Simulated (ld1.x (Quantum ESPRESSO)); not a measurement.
**Pseudopotential generation: Cl (part 2 of 2)**

Continued. System: chlorine (Cl, Z = 17), core [Ne], reference valence 3s2 3p3.5 (an ion of charge +1.5), valence charge 7. Method: TM potential, LDA (PZ), non-relativistic, made with ld1.x (Quantum ESPRESSO) 7.5.

Output of the test run (extracts), continued:
```
     ---------------------- Testing the pseudopotential ----------------------

     Cl

     atomic number is 17.00   valence charge is  7.00
     dft =PZ   lsd =0 sic =0 latt =0  beta=0.20 tr2=1.0E-14
     mesh =1157 r(mesh) = 101.16842 xmin = -7.00 dx = 0.01250

     n l     nl             e AE (Ry)        e PS (Ry)    De AE-PS (Ry)
     1 0     3S   1( 1.00)       -1.55560       -1.55631        0.00071
     2 1     3P   1( 6.00)       -0.67938       -0.68010        0.00073

     eps = 9.4E-15  iter = 14

     Etot =    -916.441296 Ry,    -458.220648 Ha,  -12468.819036 eV
     Etotps =   -34.825391 Ry,     -17.412695 Ha,    -473.823578 eV
     dEtot_ae =      -0.981883 Ry
     dEtot_ps =      -0.982717 Ry,   Delta E=       0.000834 Ry

     Ekin =      11.894380 Ry,       5.947190 Ha,     161.831282 eV
     Encl =     -57.774849 Ry,     -28.887425 Ha,    -786.066868 eV
     Ehrt =      24.952267 Ry,      12.476134 Ha,     339.492889 eV
     Ecxc =     -11.778430 Ry,      -5.889215 Ha,    -160.253705 eV
     (Ecc =      -5.703179 Ry,      -2.851589 Ha,     -77.595698 eV)
     Epseu=      -2.118758 Ry,      -1.059379 Ha,     -28.827177 eV

     ---------------------- End of pseudopotential test ----------------------

     ---------------------- Testing the pseudopotential ----------------------

     Cl

     atomic number is 17.00   valence charge is  7.00
     dft =PZ   lsd =0 sic =0 latt =0  beta=0.20 tr2=1.0E-14
     mesh =1157 r(mesh) = 101.16842 xmin = -7.00 dx = 0.01250

     n l     nl             e AE (Ry)        e PS (Ry)    De AE-PS (Ry)
     1 0     3S   1( 2.00)       -1.91115       -1.91221        0.00106
     2 1     3P   1( 4.50)       -1.02308       -1.02393        0.00085

     eps = 8.0E-15  iter = 15

     Etot =    -916.898781 Ry,    -458.449390 Ha,  -12475.043437 eV
     Etotps =   -35.282572 Ry,     -17.641286 Ha,    -480.043842 eV
     dEtot_ae =      -1.439368 Ry
     dEtot_ps =      -1.439898 Ry,   Delta E=       0.000530 Ry

     Ekin =      10.584171 Ry,       5.292085 Ha,     144.004976 eV
     Encl =     -55.228073 Ry,     -27.614036 Ha,    -751.416208 eV
     Ehrt =      22.528787 Ry,      11.264394 Ha,     306.519764 eV
     Ecxc =     -11.508424 Ry,      -5.754212 Ha,    -156.580079 eV
     (Ecc =      -5.703179 Ry,      -2.851589 Ha,     -77.595698 eV)
     Epseu=      -1.659033 Ry,      -0.829517 Ha,     -22.572295 eV

     ---------------------- End of pseudopotential test ----------------------

     ---------------------- Testing the pseudopotential ----------------------

     Cl

     atomic number is 17.00   valence charge is  7.00
     dft =PZ   lsd =1 sic =0 latt =0  beta=0.20 tr2=1.0E-14
     mesh =1157 r(mesh) = 101.16842 xmin = -7.00 dx = 0.01250

     n l     nl             e AE (Ry)        e PS (Ry)    De AE-PS (Ry)
     1 0     3S   1( 1.00)       -2.87770       -2.87910        0.00140
     2 1     3P   1( 3.00)       -1.94416       -1.94484        0.00068
     1 0     3S   2( 1.00)       -2.68439       -2.68285       -0.00154
     2 1     3P   2( 0.50)       -1.76446       -1.76370       -0.00076

     eps = 4.6E-15  iter = 11

     Etot =    -915.569858 Ry,    -457.784929 Ha,  -12456.962519 eV
     Etotps =   -33.954027 Ry,     -16.977014 Ha,    -461.968077 eV
     dEtot_ae =      -0.110445 Ry
     dEtot_ps =      -0.111354 Ry,   Delta E=       0.000909 Ry

     Ekin =       9.709002 Ry,       4.854501 Ha,     132.097699 eV
     Encl =     -48.466533 Ry,     -24.233267 Ha,    -659.420776 eV
     Ehrt =      17.182791 Ry,       8.591395 Ha,     233.783778 eV
     Ecxc =     -10.862986 Ry,      -5.431493 Ha,    -147.798450 eV
     (Ecc =      -5.703179 Ry,      -2.851589 Ha,     -77.595698 eV)
     Epseu=      -1.516301 Ry,      -0.758151 Ha,     -20.630329 eV

     ---------------------- End of pseudopotential test ----------------------

     ---------------------- Testing the pseudopotential ----------------------

     Cl

     atomic number is 17.00   valence charge is  7.00
     dft =PZ   lsd =1 sic =0 latt =0  beta=0.20 tr2=1.0E-14
     mesh =1157 r(mesh) = 101.16842 xmin = -7.00 dx = 0.01250

     n l     nl             e AE (Ry)        e PS (Ry)    De AE-PS (Ry)
     1 0     3S   1( 1.00)       -1.53708       -1.53872        0.00164
     2 1     3P   1( 3.00)       -0.66603       -0.66714        0.00111
     1 0     3S   2( 1.00)       -1.47537       -1.47599        0.00062
     2 1     3P   2( 2.00)       -0.61129       -0.61189        0.00060

     eps = 4.4E-15  iter = 15

     Etot =    -917.327100 Ry,    -458.663550 Ha,  -12480.871017 eV
     Etotps =   -35.711457 Ry,     -17.855729 Ha,    -485.879127 eV
     dEtot_ae =      -1.867687 Ry
     dEtot_ps =      -1.868783 Ry,   Delta E=       0.001096 Ry

     Ekin =      10.896939 Ry,       5.448470 Ha,     148.260409 eV
     Encl =     -58.298383 Ry,     -29.149191 Ha,    -793.189906 eV
     Ehrt =      25.258696 Ry,      12.629348 Ha,     343.662069 eV
     Ecxc =     -11.865900 Ry,      -5.932950 Ha,    -161.443791 eV
     (Ecc =      -5.703179 Ry,      -2.851589 Ha,     -77.595698 eV)
     Epseu=      -1.702810 Ry,      -0.851405 Ha,     -23.167908 eV

     ---------------------- End of pseudopotential test ----------------------
```

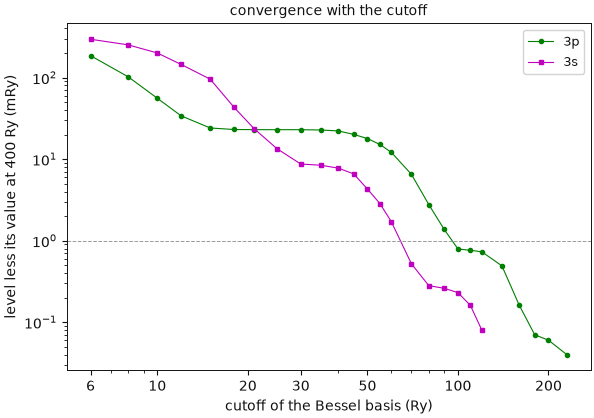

The pseudo-atom Hamiltonian at the reference potential is diagonalised in spherical Bessel functions (20 bohr box) up to the cutoff. Curves: distance of each valence level from its value at 400 Ry.

- Cutoffs for 10 and 1 mRy in the occupation-weighted sum of levels: 90 Ry and 160 Ry, on the ladder of cutoffs that was run.
- Hardest occupied shell: 3p: its level needs 100 Ry to come within 1 mRy, against 70 Ry for 3s.
- Cutoffs from which each level stays within 1 mRy: 3p: 100 Ry; 3s: 70 Ry.

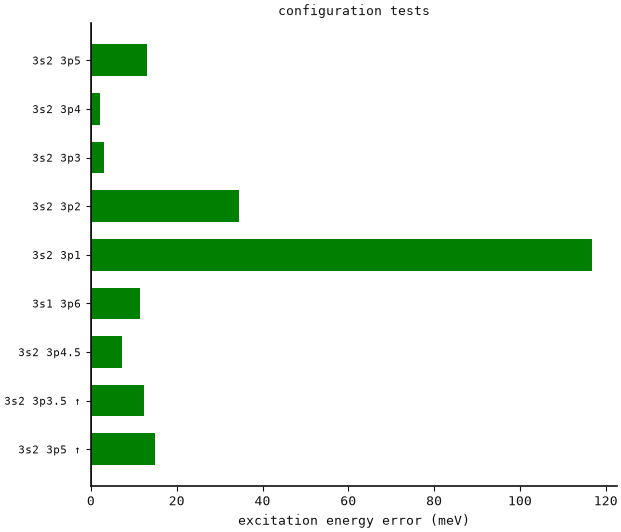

Errors, all-electron minus pseudo, of the energies of valence configurations relative to the unpolarised reference 3s2 3p3.5. An arrow marks spin-polarised runs filled by Hund’s rule.

- Worst configuration: 3s2 3p1 (charge +4): the error is +117 meV on an all-electron energy of +105.07 eV relative to the reference, or 0.11 %.

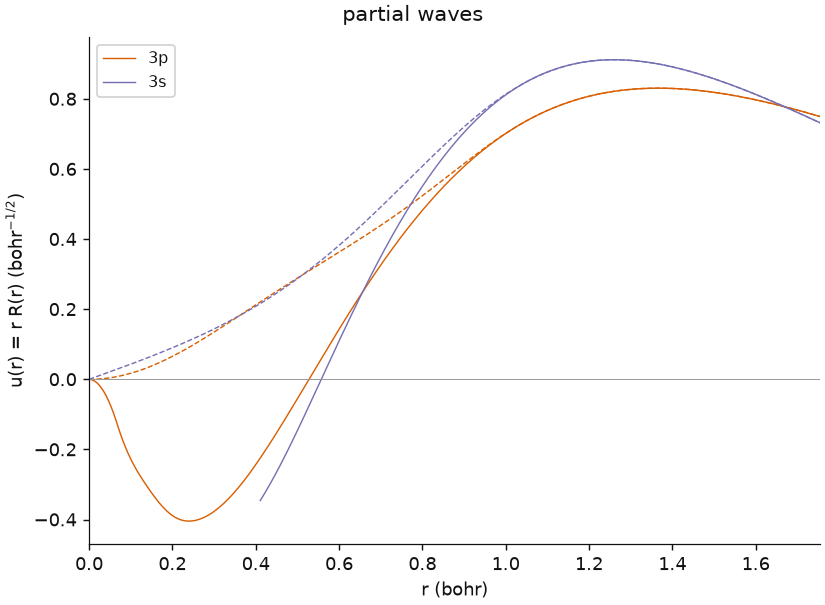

All-electron valence functions (solid) with their pseudo partners (dashed). The innermost oscillations of some all-electron curves aren't drawn. Reference configuration 3s2 3p3.5.

- Matching radii: 3p at 1.10 bohr; 3s at 1.35 bohr. The curves merge smoothly, so the plot gives these only roughly.
- Nodes of the pseudo-waves: 3p has no node; 3s has no node.
- Cutoffs needed: 90 Ry (loose) and 160 Ry (tight), as the cutoffs, on a coarse ladder, from which the occupation-weighted sum of valence levels, in a spherical-Bessel basis at the reference potential, stays within 10 and 1 mRy of its value at 400 Ry.

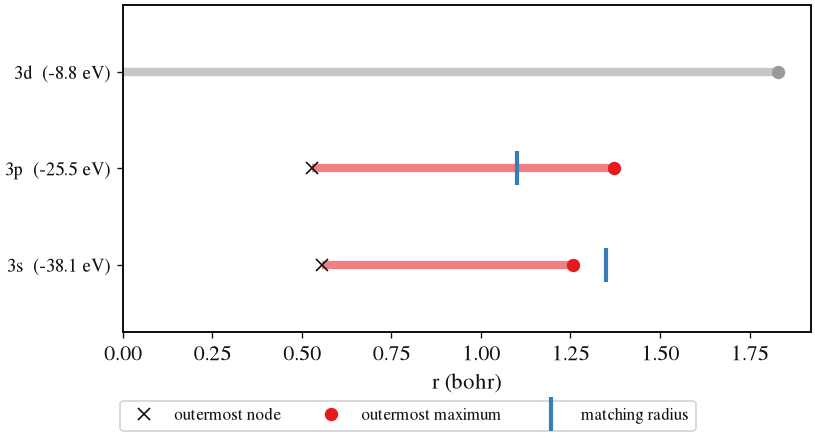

Outer shells of the all-electron reference atom: each bar runs from the outermost node (or the nucleus) to the outermost maximum of u(r); the tick is the radius chosen for the pseudo-wave. Shells without a tick have no pseudo-wave of their own. Levels, nodes and maxima are from ld1.x, non-relativistic.

- Radii against the shells: 3s: 1.35 bohr, outside the maximum; 3p: 1.10 bohr, between node and maximum.

Outcome of the run: generated.
